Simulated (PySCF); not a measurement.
# Si3H8 (trisilane): PBE0/6-31G(d) (spherical functions)

Aim: the energy change on altering one bond length of Si3H8 (trisilane) at PBE0/6-31G* (spherical functions), from 2 runs. The job is set up through a Python script.

Program for the calculation: PySCF 2.14.0.

1 further run of the same task is left out (set aside as unsound or not needed).

### Step 1. Starting point

Si3H8 has 11 atoms, charge 0, and is taken as a singlet. SMILES: `[SiH3][SiH2][SiH3]`. The coordinates come from a PBE0-D4/def2-TZVP relaxation.

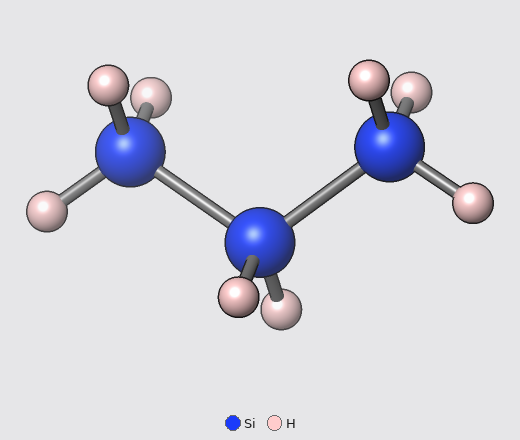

The structure, seen from a chosen angle (silicon blue, hydrogen pink).

### Step 2. A single-point energy at PBE0/6-31G(d) (spherical functions)

File calc.py:

```python
# [SiH3][SiH2][SiH3]
from pyscf import gto, dft

mol = gto.M(
    atom='''
Si    -1.292570     1.366730    -0.525270
Si    -0.462570    -0.807300    -0.296320
Si     1.631930    -0.774400     0.742750
H     -2.625850     1.367720    -1.185120
H     -0.354030     2.180440    -1.344070
H     -1.422540     2.000090     0.814640
H     -0.343400    -1.440160    -1.640160
H     -1.410380    -1.620800     0.516390
H      1.515950    -0.154940     2.090430
H      2.583820     0.031780    -0.068050
H      2.179610    -2.149160     0.894770
''',
    max_memory=1860,
    basis='6-31g*',
    spin=0,
    verbose=3,
)

calc0 = dft.RKS(mol, xc='pbe0')
calc0.conv_tol = 1e-10
calc0.grids.level = 5
calc0.kernel()
if not calc0.converged:
    calc0 = calc0.newton().run(calc0.mo_coeff, calc0.mo_occ)

etot = calc0.e_tot
print(f'total energy: {etot:.8f} hartree')
```

Started as:

```
$ OMP_NUM_THREADS=1 python calc.py
```

The program printed:

```text
converged SCF energy = -872.836944904545
total energy: -872.83694490 hartree
```

Run time: 16 s. Hardware: 1 thread of Arm Neoverse V1, shared host; peak memory 0.37 GiB.

### Step 3. The distorted shape, same level

File geometry.xyz:

```xyz
11
H8Si3
Si    -1.417083     1.692868    -0.559616
Si    -0.462570    -0.807300    -0.296320
Si     1.631930    -0.774400     0.742750
H     -2.750363     1.693858    -1.219466
H     -0.478543     2.506578    -1.378416
H     -1.547053     2.326228     0.780294
H     -0.343400    -1.440160    -1.640160
H     -1.410380    -1.620800     0.516390
H      1.515950    -0.154940     2.090430
H      2.583820     0.031780    -0.068050
H      2.179610    -2.149160     0.894770
```

File input.py:

```python
from pyscf import gto, dft

molecule = gto.M(
    atom='geometry.xyz',
    max_memory=1860,
    basis='6-31g*',
    verbose=3,
    spin=0,
)

mf = dft.RKS(molecule)
mf.xc = 'pbe0'
mf.conv_tol = 1e-10
mf.grids.level = 5
mf.kernel()
if not mf.converged:
    mf = mf.newton().run(mf.mo_coeff, mf.mo_occ)

energy = mf.e_tot
print('Final energy', energy)
```

Started as:

```
$ OMP_NUM_THREADS=1 python input.py
```

The program printed:

```text
converged SCF energy = -872.820669782827
Final energy -872.8206697828274
```

Run time: 16 s. Hardware: 1 thread of Arm Neoverse V1, shared host; peak memory 0.37 GiB.

### Step 4. Summary of results

At PBE0/6-31G* (spherical functions):

| quantity | value |
| --- | --- |
| first shape: total energy | -872.83694 Eh |
| first shape: dipole moment | 0.06 D |
| first shape: HOMO energy | -8.00 eV |
| first shape: LUMO energy | 0.13 eV |
| first shape: HOMO–LUMO gap | 8.13 eV |
| distorted shape: total energy | -872.82067 Eh |
| distorted shape: dipole moment | 0.04 D |
| distorted shape: HOMO energy | -7.60 eV |
| distorted shape: LUMO energy | -0.63 eV |
| distorted shape: HOMO–LUMO gap | 6.97 eV |
| energy change with the Si1–Si2 bond stretched from 2.338 to 2.689 Å | 0.443 eV |

In words: With the Si1–Si2 bond stretched from 2.338 to 2.689 Å the energy rises by 0.44 eV (42.7 kJ/mol). The first shape isn't relaxed at this level, so the change isn't measured from a minimum. Mulliken charges (first shape) run from -0.04 on H5 to +0.16 on Si1; they depend strongly on the basis. Mulliken charges (distorted shape) run from -0.04 on H11 to +0.16 on Si3; they depend strongly on the basis.
